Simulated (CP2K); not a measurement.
Consider ethylene carbonate at its PBE geometry (Å).

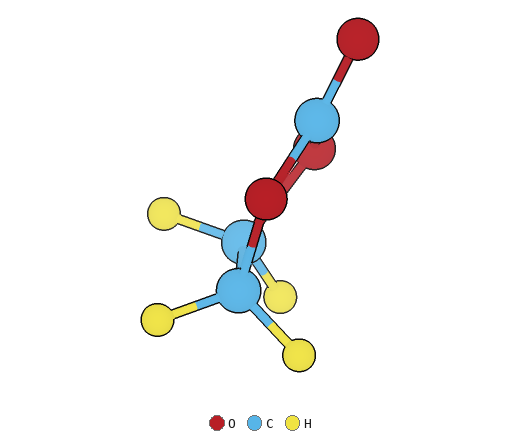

The molecule (oxygen red, carbon blue, hydrogen yellow).

```xyz
10

O     2.7154   -0.1310   -0.1527
C     1.5147   -0.0754   -0.0748
O     0.6948   -1.0959    0.3725
C    -0.6832   -0.7284    0.1172
C    -0.6164    0.7915   -0.0496
O     0.7653    1.0256   -0.4227
H    -1.2914   -1.0513    0.9691
H    -1.0186   -1.2420   -0.7952
H    -1.2606    1.1737   -0.8484
H    -0.8201    1.3331    0.8846
```

Method: CP2K XAS_TDP, all-electron GAPW, PBEh(45%), aug-cc-pVDZ, TDA, GW2X-corrected core level, no relativity.

Where do the O K-edge lines lie, and how strong are they?

Leading lines: O1 533.32 eV and O3 536.66 eV. The leading line of an atom is its first one with 35 % of the strongest within 2.5 eV of its lowest line over the strength cut. Core ionisation energies at this level: O1 538.10 and O3 539.73 eV.

The first six lines of each atom with a strength over 0.0015:

```csv
atom,energy (eV),states,"strength, one atom",above the computed threshold
O1 (bonded to C),533.32,1,0.0383,
,536.39,1,0.0015,
,538.05,1,0.0033,
,538.30,1,0.0073,yes
,539.26,1,0.0057,yes
,540.57,1,0.0056,yes
"O3 (bonded to 2 C), 2 alike",536.66,1,0.0202,
,536.77,1,0.0219,
,537.73,1,0.0066,
,538.63,1,0.0229,
,538.74,1,0.0066,
,539.65,1,0.0080,
```

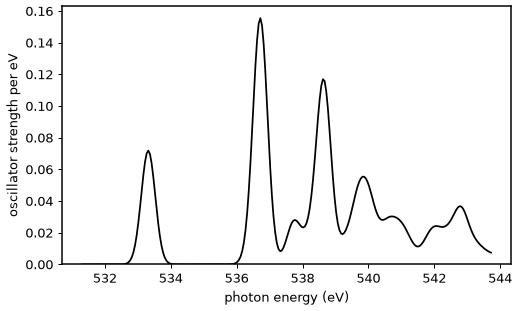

All atoms added, broadened by 0.5 eV.

Lines are vertical, at one geometry, with no vibrational structure. GW2X ionisation energies and lines can be off by 1 to 2 eV either way, and a good line position may hide errors that cancel. These values hold no scalar relativity, about 0.4 eV for O 1s. Rydberg lines, and the discretised continuum above threshold, depend on the basis and the box.

[Banner, clock and machine lines of the logs are left out without a mark of their own.]

[Logs are printed without paths, hosts, clocks, repeated set-up lines and the standing remarks that a program may print on its own settings, such as how far it seeks lower states.]

[Hosts, paths, dates, database ids (printed as entryN), source tags and the programs' standing remarks are cut or masked in the printed files.]
